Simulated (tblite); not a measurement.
# Geometry relaxation of C6H11FGeO2 (part 1 of 2)

System: C6H11FGeO2.
Method: GFN2-xTB geometry optimisation, gas phase (tblite 0.8.0).

It belongs to a series of runs on one base structure; here: constitutional isomer.

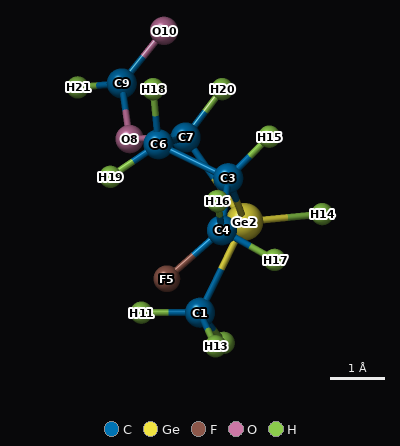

*The starting structure (ball-and-stick view, seen at an oblique angle; atoms are numbered from 1 in the order of the input). Sticks mark near contacts.*

**Results in brief**

- outcome: converged
- total energy: −904.1063 eV
- hardware: 1 CPU thread, shared host
- wall time: 3.4 s
- peak memory: 0.18 GiB

**Input**
```
{"job": {"kind": "relax", "xc": "GFN2-xTB", "basis": "xTB"}, "charge": 0, "multiplicity": 1}
C     -1.668800    -1.673900    -0.280800
Ge    -0.413400    -0.809700     0.848200
C     -0.451300     1.099100     0.680300
C     -1.822100     1.696900     0.367800
F     -2.350400     1.201400    -0.808300
C      0.516000     1.119200    -0.478100
C      1.200800    -0.113800     0.063600
O      1.784900    -0.868300    -0.957200
C      3.142200    -1.193000    -0.896200
O      3.871800    -0.822900     0.060600
H     -1.449300    -1.651900    -1.356100
H     -1.832500    -2.727900     0.060600
H     -2.687900    -1.178700    -0.123900
H     -0.297700    -1.304200     2.309700
H     -0.015800     1.602400     1.573700
H     -1.775100     2.787300     0.375300
H     -2.487300     1.399900     1.232100
H      1.222500     1.989500    -0.389800
H      0.070400     1.042500    -1.475300
H      1.898500     0.192000     0.903500
H      3.535500    -1.768900    -1.710400
```

The first line tells a small driver script what to run in tblite; the rest is the geometry in Å.

Launch command:
```bash
OMP_NUM_THREADS=1 python <driver script> task.json out
```

**What the program printed**
```
step      E/eV     max force
  0    -902.53313    4.718
  1    -903.11207    4.887
  2    -903.29580    2.981
  3    -903.40272    1.086
  4    -903.49676    0.653
  5    -903.56061    0.875
  6    -903.59923    0.576
  7    -903.62825    0.374
  8    -903.65490    0.503
  9    -903.67408    0.463
 10    -903.68408    0.217
 11    -903.68901    0.162
 12    -903.69327    0.206
 13    -903.69783    0.229
 14    -903.70214    0.156
 15    -903.70632    0.146
 16    -903.71108    0.216
 17    -903.71716    0.293
 18    -903.72480    0.318
 19    -903.73349    0.260
 20    -903.74161    0.241
 21    -903.74750    0.189
 22    -903.75165    0.140
 23    -903.75550    0.158
 24    -903.75950    0.178
 25    -903.76301    0.156
 26    -903.76563    0.109
 27    -903.76803    0.121
 28    -903.77110    0.142
 29    -903.77472    0.187
 30    -903.77802    0.167
 31    -903.78059    0.116
 32    -903.78293    0.122
 33    -903.78573    0.170
 34    -903.78900    0.177
 35    -903.79209    0.125
 36    -903.79471    0.112
 37    -903.79683    0.126
 38    -903.79940    0.181
 39    -903.80184    0.142
 40    -903.80445    0.093
 41    -903.80531    0.073
 42    -903.80667    0.067
 43    -903.80748    0.058
 44    -903.80846    0.075
 45    -903.80927    0.068
 46    -903.81002    0.053
 47    -903.81065    0.057
 48    -903.81128    0.064
 49    -903.81195    0.072
 50    -903.81266    0.073
 51    -903.81340    0.075
 52    -903.81412    0.069
 53    -903.81481    0.071
 54    -903.81540    0.062
 55    -903.81592    0.056
 56    -903.81632    0.042
 57    -903.81666    0.037
 58    -903.81699    0.044
 59    -903.81732    0.050
 60    -903.81773    0.051
 61    -903.81823    0.053
 62    -903.81879    0.054
 63    -903.81933    0.048
 64    -903.81989    0.055
 65    -903.82051    0.054
 66    -903.82121    0.069
 67    -903.82189    0.069
 68    -903.82251    0.052
 69    -903.82307    0.053
 70    -903.82358    0.048
 71    -903.82399    0.037
 72    -903.82426    0.031
 73    -903.82447    0.032
 74    -903.82470    0.042
 75    -903.82499    0.051
 76    -903.82531    0.047
 77    -903.82560    0.049
 78    -903.82585    0.041
 79    -903.82614    0.039
 80    -903.82641    0.046
 81    -903.82674    0.046
 82    -903.82698    0.048
 83    -903.82716    0.034
 84    -903.82730    0.030
 85    -903.82744    0.027
 86    -903.82757    0.031
 87    -903.82769    0.035
 88    -903.82782    0.033
 89    -903.82794    0.027
 90    -903.82804    0.024
 91    -903.82811    0.024
 92    -903.82820    0.026
 93    -903.82830    0.025
 94    -903.82841    0.025
 95    -903.82849    0.018
 96    -903.82856    0.020
 97    -903.82863    0.023
 98    -903.82872    0.029
 99    -903.82882    0.025
100    -903.82889    0.014
101    -903.82892    0.012
102    -903.82897    0.018
103    -903.82904    0.025
104    -903.82913    0.023
105    -903.82921    0.018
106    -903.82927    0.016
107    -903.82932    0.022
108    -903.82938    0.033
109    -903.82945    0.021
110    -903.82954    0.024
111    -903.82961    0.025
112    -903.82973    0.028
113    -903.82991    0.034
114    -903.83011    0.032
115    -903.83027    0.028
116    -903.83036    0.026
117    -903.83044    0.023
118    -903.83050    0.016
119    -903.83058    0.024
120    -903.83064    0.028
121    -903.83072    0.027
122    -903.83078    0.017
123    -903.83084    0.016
124    -903.83090    0.034
125    -903.83096    0.023
126    -903.83103    0.025
127    -903.83109    0.024
128    -903.83117    0.021
129    -903.83126    0.021
130    -903.83141    0.030
131    -903.83149    0.030
132    -903.83161    0.026
133    -903.83174    0.024
134    -903.83189    0.025
135    -903.83204    0.026
136    -903.83195    0.173
137    -903.83234    0.066
138    -903.83251    0.043
139    -903.83293    0.139
140    -903.83309    0.034
141    -903.83322    0.030
142    -903.83368    0.164
143    -903.83404    0.030
144    -903.83438    0.031
145    -903.83533    0.128
146    -903.83570    0.072
147    -903.83633    0.142
148    -903.83683    0.092
149    -903.83731    0.151
150    -903.83787    0.071
151    -903.83740    0.416
152    -903.83894    0.056
153    -903.83958    0.057
154    -903.83995    0.682
155    -903.84236    0.119
156    -903.84366    0.073
157    -903.83747    1.237
158    -903.84544    0.121
159    -903.84652    0.167
160    -903.84352    1.171
161    -903.84936    0.215
162    -903.85099    0.269
163    -903.85133    1.239
164    -903.85689    0.351
165    -903.86050    0.386
166    -903.87105    1.202
167    -903.88415    0.785
168    -903.90670    1.283
169    -903.93903    0.592
170    -903.94822    1.763
171    -903.96469    0.953
172    -903.99417    1.253
173    -904.00946    0.809
174    -904.01980    1.749
175    -904.05066    0.414
176    -904.04910    1.278
177    -904.07281    0.208
178    -904.07870    0.141
179    -904.08422    0.204
180    -904.08635    0.100
181    -904.08975    0.119
182    -904.09178    0.118
183    -904.09334    0.080
184    -904.09446    0.098
185    -904.09494    0.081
186    -904.09520    0.057
187    -904.09542    0.041
188    -904.09561    0.037
189    -904.09577    0.043
190    -904.09593    0.053
191    -904.09614    0.068
192    -904.09648    0.087
193    -904.09697    0.103
194    -904.09755    0.107
195    -904.09812    0.098
196    -904.09869    0.082
197    -904.09926    0.070
198    -904.09987    0.060
199    -904.10047    0.066
200    -904.10095    0.060
201    -904.10135    0.064
202    -904.10177    0.066
203    -904.10231    0.061
204    -904.10298    0.059
205    -904.10369    0.046
206    -904.10429    0.037
207    -904.10471    0.038
208    -904.10505    0.044
209    -904.10535    0.043
210    -904.10561    0.033
211    -904.10581    0.032
212    -904.10593    0.023
213    -904.10602    0.028
214    -904.10608    0.015
215    -904.10613    0.015
216    -904.10619    0.013
217    -904.10623    0.011
218    -904.10627    0.010
219    -904.10630    0.010
```

**Trajectory as extended XYZ (Å, eV, eV/Å), 10 of the 220 frames kept, from step=0 to step=219**
```
21
Properties=species:S:1:pos:R:3:forces:R:3 step=0 energy=-902.53313
C    -1.6688   -1.6739   -0.2808   -2.4870  -1.0720  -0.2020
Ge   -0.4134   -0.8097    0.8482    0.1090  -0.9740   1.5590
C    -0.4513    1.0991    0.6803   -2.1690   2.0630   0.4160
C    -1.8221    1.6969    0.3678   -0.1770   0.1020   1.5840
F    -2.3504    1.2014   -0.8083    0.3270   0.3390   0.6190
C     0.5160    1.1192   -0.4781    1.2650   1.1300   1.0350
C     1.2008   -0.1138    0.0636    2.2330  -0.5650  -0.4380
O     1.7849   -0.8683   -0.9572    3.4760  -1.3090  -0.6580
C     3.1422   -1.1930   -0.8962   -0.0340   2.4930   4.0050
O     3.8718   -0.8229    0.0606   -2.3730  -1.2510  -3.1140
H    -1.4493   -1.6519   -1.3561    0.0510   0.0070   0.5030
H    -1.8325   -2.7279    0.0606    0.2490   0.7140  -0.5220
H    -2.6879   -1.1787   -0.1239    1.2390  -0.5520  -0.3300
H    -0.2977   -1.3042    2.3097   -0.1300  -0.0360  -0.3620
H    -0.0158    1.6024    1.5737   -0.4080  -0.0530  -0.6230
H    -1.7751    2.7873    0.3753   -0.2390   0.1190  -0.6320
H    -2.4873    1.3999    1.2321    0.1200   0.1770  -0.9400
H     1.2225    1.9895   -0.3898   -0.7040  -0.4690  -0.6940
H     0.0704    1.0425   -1.4753    0.1610  -0.1620   0.4570
H     1.8985    0.1920    0.9035   -0.1950  -0.4280  -1.1410
H     3.5355   -1.7689   -1.7104   -0.3160  -0.2720  -0.5220
21
Properties=species:S:1:pos:R:3:forces:R:3 step=24 energy=-903.75950
C    -1.6961   -1.7925   -0.2593   -0.0060  -0.0270  -0.0310
Ge   -0.4275   -0.8264    0.9116   -0.0010  -0.1770   0.0140
C    -0.5462    1.1810    0.7874    0.0400  -0.0170  -0.0090
C    -1.8324    1.8476    0.3705   -0.0190   0.0290  -0.0370
F    -2.3575    1.2009   -0.7282   -0.0190  -0.0600   0.0380
C     0.5253    1.1363   -0.3145    0.0100   0.0170  -0.0090
C     1.2902   -0.1300    0.0785   -0.0610  -0.0330   0.0890
O     1.8980   -0.8100   -1.0164   -0.0730   0.0660   0.0590
C     3.1632   -1.1574   -0.9120    0.0410  -0.0730  -0.0130
O     3.9106   -0.9650    0.0038   -0.1390   0.0370  -0.0240
H    -1.4137   -1.6880   -1.3031    0.0390   0.0070   0.0320
H    -1.7238   -2.8460    0.0026   -0.0150  -0.0040  -0.0450
H    -2.6879   -1.3653   -0.1381    0.0010  -0.0660   0.0140
H    -0.3368   -1.5103    2.2838   -0.0090   0.1090  -0.0020
H    -0.1787    1.6849    1.6810    0.0580   0.0020   0.0090
H    -1.6717    2.8884    0.0704   -0.0330   0.0480  -0.0180
H    -2.5925    1.7918    1.1559    0.0020   0.0260   0.0050
H     1.1353    2.0314   -0.4018    0.0960   0.1040   0.0240
H     0.0340    0.9557   -1.2714    0.0290   0.0160  -0.0330
H     2.0517    0.0847    0.8328    0.0240  -0.0070  -0.0230
H     3.4475   -1.6947   -1.8338    0.0320   0.0040  -0.0370
21
Properties=species:S:1:pos:R:3:forces:R:3 step=49 energy=-903.81195
C    -1.6252   -1.8887   -0.2767   -0.0100  -0.0060  -0.0280
Ge   -0.4940   -0.7954    0.9198    0.0150  -0.0400   0.0220
C    -0.5669    1.2226    0.8072    0.0640   0.0110  -0.0320
C    -1.8242    1.9033    0.3259    0.0170  -0.0120  -0.0150
F    -2.4634    1.0749   -0.5770    0.0040  -0.0180  -0.0160
C     0.5757    1.1908   -0.2220    0.0270  -0.0280  -0.0220
C     1.2524   -0.1418    0.1229    0.0060  -0.0160   0.0230
O     1.7977   -0.7945   -1.0254   -0.0240   0.0390   0.0130
C     3.0568   -1.1764   -0.9814    0.0030  -0.0030   0.0050
O     3.8150   -1.0762   -0.0603   -0.0150   0.0080  -0.0140
H    -1.3547   -1.6748   -1.3063    0.0030   0.0050  -0.0120
H    -1.4715   -2.9454   -0.0778    0.0120   0.0020  -0.0100
H    -2.6746   -1.6485   -0.1420   -0.0080  -0.0020   0.0270
H    -0.4239   -1.3611    2.3403   -0.0080  -0.0090  -0.0080
H    -0.2295    1.6893    1.7329   -0.0330   0.0310   0.0050
H    -1.6144    2.8382   -0.2044   -0.0110   0.0280  -0.0020
H    -2.5365    2.0812    1.1358   -0.0050  -0.0130   0.0280
H     1.2428    2.0533   -0.1956   -0.0110   0.0150   0.0210
H     0.1560    1.1060   -1.2252   -0.0010   0.0050  -0.0090
H     2.0445   -0.0161    0.8641    0.0250   0.0160  -0.0050
H     3.3290   -1.6236   -1.9553   -0.0500  -0.0140   0.0290
21
Properties=species:S:1:pos:R:3:forces:R:3 step=73 energy=-903.82447
C    -1.5607   -1.8776   -0.2859   -0.0050  -0.0050   0.0000
Ge   -0.4799   -0.7707    0.9433   -0.0010   0.0060   0.0130
C    -0.5768    1.2463    0.8186    0.0070   0.0210  -0.0060
C    -1.8363    1.8853    0.2876   -0.0020   0.0000  -0.0090
F    -2.4211    1.0246   -0.6229   -0.0090   0.0120  -0.0070
C     0.6047    1.2334   -0.1671   -0.0040  -0.0050  -0.0040
C     1.2701   -0.1095    0.1629   -0.0100  -0.0050   0.0200
O     1.7360   -0.7932   -1.0011   -0.0030  -0.0020   0.0220
C     2.9742   -1.2367   -1.0076    0.0140   0.0020  -0.0150
O     3.8006   -1.1072   -0.1513   -0.0250  -0.0070   0.0190
H    -1.3842   -1.5565   -1.3079    0.0100   0.0200   0.0060
H    -1.2861   -2.9235   -0.1874    0.0120  -0.0130   0.0000
H    -2.6174   -1.7652   -0.0662   -0.0150  -0.0050   0.0060
H    -0.4570   -1.3347    2.3646    0.0090  -0.0160   0.0090
H    -0.2937    1.7316    1.7527   -0.0020   0.0140   0.0030
H    -1.6439    2.8210   -0.2493    0.0070   0.0050   0.0100
H    -2.5768    2.0505    1.0762    0.0020  -0.0220  -0.0120
H     1.2687    2.0947   -0.0840    0.0000  -0.0030  -0.0090
H     0.2243    1.1808   -1.1875    0.0060   0.0030  -0.0120
H     2.0971   -0.0003    0.8669    0.0010  -0.0090  -0.0040
H     3.1492   -1.7763   -1.9550    0.0080   0.0090  -0.0300
```
